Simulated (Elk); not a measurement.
Band structure of LaFeSi (P4/nmm, 6 atoms in the cell).

```
CELL_PARAMETERS angstrom
      4.07667     0.00000     0.00000
      0.00000     4.07667     0.00000
      0.00000     0.00000     7.19373
ATOMIC_POSITIONS crystal
  La 0.50000 0.00000 0.68813
  La 0.00000 0.50000 0.31187
  Fe 0.00000 0.00000 0.00000
  Fe 0.50000 0.50000 0.00000
  Si 0.50000 0.00000 0.16567
  Si 0.00000 0.50000 0.83433
```
Moments meant for the start (each program seeds them in its own way; μB, in the order of the atoms La La Fe Fe Si Si): 0.0 0.0 4.0 4.0 0.0 0.0.

Computed with Elk 10.2.4 with LDA (PW92), all-electron FP-LAPW, Elk's shipped species files, default APW+lo basis.

Settings: xctype = 3; spinpol = true; rgkmax = 7; stype = 0; swidth = 0.00999582 Ha; ngridk = 5 5 3; reducebf = 0.7; rmtscf = 0.91; nempty = 12 per atom.

The starting cell comes from a database of computed structures (which also holds hypothetical and non-ambient phases and stackings), without a prior relaxation at this level. Its lattice was rescaled by a random factor within 2.5 % of one. The starting moments vanished: the run ended non-magnetic, which need not be the lowest state. Values depend on the basis (sphere radii, cutoffs, local orbitals), which need not be converged.

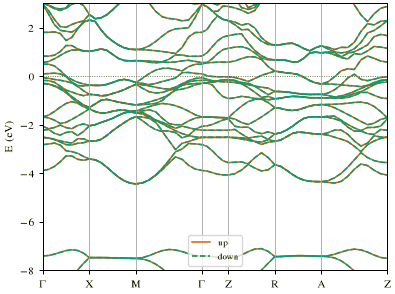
Figure: Bands along the path, energies from the Fermi level.

Levels in eV from the Fermi level, bands 28 to 35 of the first spin channel:
```csv
point,28,29,30,31,32,33,34,35
Γ,-0.30,-0.18,-0.07,0.10,0.49,0.56,0.83,1.80
X,-1.29,-0.75,-0.75,-0.38,-0.38,1.02,1.02,2.31
M,-1.19,-0.34,-0.34,-0.27,-0.27,0.64,0.64,1.09
Z,-0.24,-0.15,-0.15,-0.03,0.58,1.15,1.67,2.29
R,-0.94,-0.63,-0.63,0.20,0.20,0.66,0.66,1.28
A,-0.89,-0.75,-0.75,-0.32,-0.32,0.96,0.96,1.25
```

Bands cross the Fermi level along this path, so the cell is metallic at this level.

The net moment of the cell came out as 0.00 μB.
